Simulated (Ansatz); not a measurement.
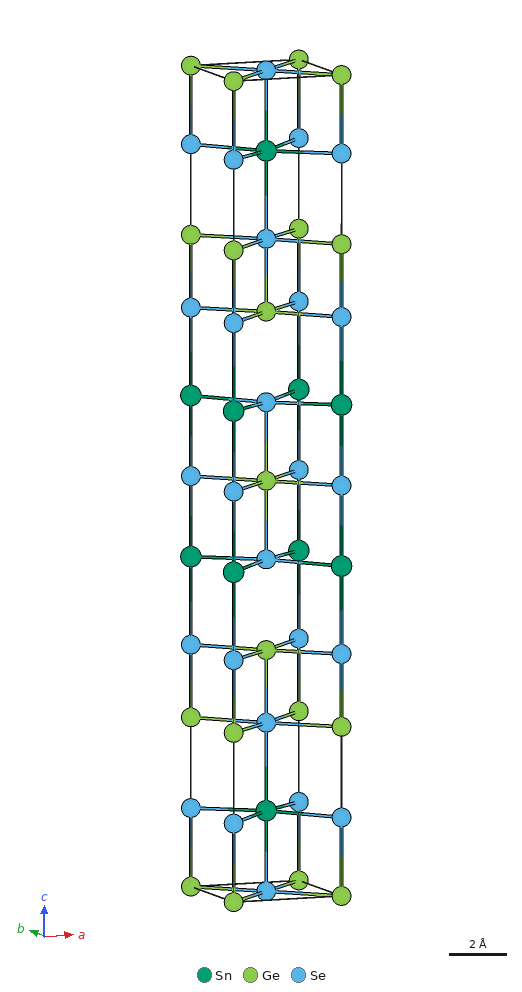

Drawn in the ball-and-stick manner and seen slightly off an axis. The edges of the conventional unit cell are marked.

Sn2Ge3Se5, space group I4/mmm (No. 139), a = 4.136 Å, b = 4.136 Å, c = 29.560 Å, α = 90.00°, β = 90.00°, γ = 90.00°. The starting point was a structure type filled with these elements by a generator (whether the compound takes this form wasn't checked). Earlier steps of the study, as a rule a relaxation of our own, may have changed the cell and positions, so they can lie some per cent off the listed ones. A calculation with Ansatz used it as input.

This one geometry was computed with Ansatz (DFT, plane waves, PAW) at three levels of theory: PBE, PBEsol and r2SCAN.

> Which level gives the highest pressure at this volume, and what does that say about its equilibrium volume?

Highest: PBE (0.0 GPa), which points to the largest equilibrium volume. Lowest, with the smallest volume: PBEsol (-2.9 GPa). Levels within 0.5 GPa of each other can't be told apart.

> How does the band gap change with the level of theory?

All levels give a metal, though semilocal functionals underestimate gaps and can close a small one.

> Collect the results in a table.

| level | cutoff (eV) | k-mesh of the run's cell | gap (eV) | pressure (GPa) |
| --- | --- | --- | --- | --- |
| PBE | 420 | 12×12×12 | metal | 0.0 |
| PBEsol | 420 | 12×12×12 | metal | -2.9 |
| r2SCAN | 500 | 12×12×12 | metal | -1.2 |

Gaps are taken on the k-mesh or band path of each run.
